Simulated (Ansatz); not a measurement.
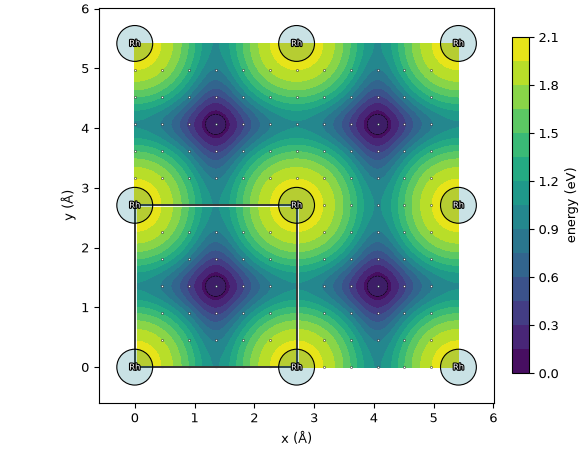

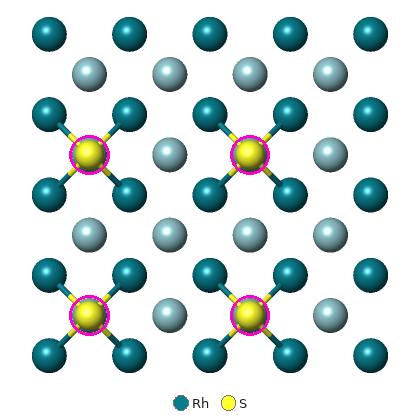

Energy landscape of S on a Rh(100) slab cut from the Fm-3m phase, its upper half relaxed before the scan (12 atoms of substrate and one adsorbate in a 2 × 2 cell). S is moved over the surface cell; relaxed at each place: the height of the adsorbate's atoms; substrate rigid; the origin of the map has the adsorbate above Rh9. Places are given modulo a cell vector. The map is drawn in real space over the plane of the surface. The scan uses a 6 × 6 grid; 10 points were computed and 26 follow by symmetry. Places are given in fractions of the 1 × 1 surface cell. Energies are in eV, from the lowest grid point. All numbers below come from DFT PBE, scalar-relativistic, plane waves, PAW (Ansatz 0.2.0). Settings: cutoff 420 eV, k-mesh 5×5×1, gaussian smearing 0.1 eV, no spin polarisation.

The picture shows filled contours, dots at the grid points, labelled circles for the atoms of the top layer and small ones for the second layer, the outline of one cell of the 2 × 2 shown. Between grid points the surface is interpolated. The second picture is the structure at the lowest point; rings mark the moved atoms.

What does the map say about the system?

The lowest grid point is at a fourfold hollow over a second-layer Rh atom, (3/6, 3/6) of the cell vectors. It is the only kind of minimum in the scanned range. The highest grid point, the top site over a surface Rh atom, (0/6, 0/6) of the cell vectors, lies 2.08 eV above the lowest. On the interpolated surface the easiest way out of the lowest well to its copy in the next cell or period passes a barrier of about 1 eV. At the lowest point the adsorbate has 4 Rh at 2.35 Å as nearest neighbours, at the highest 1 Rh at 2.11 Å. Its relaxed height above the top atom is 1.36 Å at the lowest and 2.11 Å at the highest point.

Grid values (eV):

```
second ↓, first →   0/6   1/6   2/6   3/6   4/6   5/6
              5/6  1.94  1.80  1.34  0.88  1.34  1.80
              4/6  1.49  1.34  0.86  0.41  0.86  1.34
              3/6  1.04  0.88  0.41  0.00  0.41  0.88
              2/6  1.49  1.34  0.86  0.41  0.86  1.34
              1/6  1.94  1.80  1.34  0.88  1.34  1.80
              0/6  2.08  1.94  1.49  1.04  1.49  1.94
```

The whole map (10 points run) took 8.5 min on 4 threads of Arm Neoverse V2 (shared host).

PAW datasets: the set soft_1.
